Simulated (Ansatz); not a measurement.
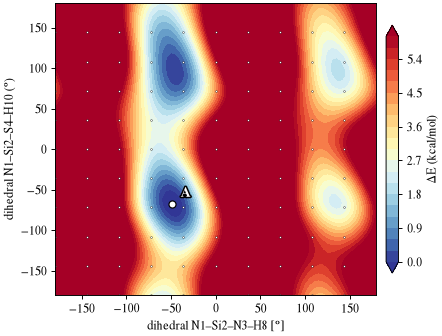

ClH₅N₂SSi, SMILES N[Si](N)(S)Cl. First axis: dihedral N1–Si2–N3–H8. Second axis: dihedral N1–Si2–S4–H10. Nothing is relaxed (all other coordinates rigid). The scan uses a 10 × 10 grid. Points are written as (first, second). Energies are in kcal/mol, from the lowest grid point. Theory: RKS PBE-D4/def2-SVP in Ansatz.

Drawn: filled contours, dots at the grid points, one colour for all values above the top of the scale, the well A. Between grid points the surface is interpolated.

Question: Where is the minimum, and how stiff is the well along each coordinate? Take the well at A.

Answer: The interpolated minimum is at dihedral N1–Si2–N3–H8 ≈ −48°, dihedral N1–Si2–S4–H10 ≈ −68°. The curvatures there are about 0.8 eV/rad² and 0.39 eV/rad², with a cross term of about 0.15 eV/rad². Round the minimum the valley is somewhat tilted: raising dihedral N1–Si2–N3–H8 shifts the best value of dihedral N1–Si2–S4–H10 downwards (coupling k₁₂/√(k₁₁k₂₂) about 0.3). (1 eV is 23.1 kcal/mol.)
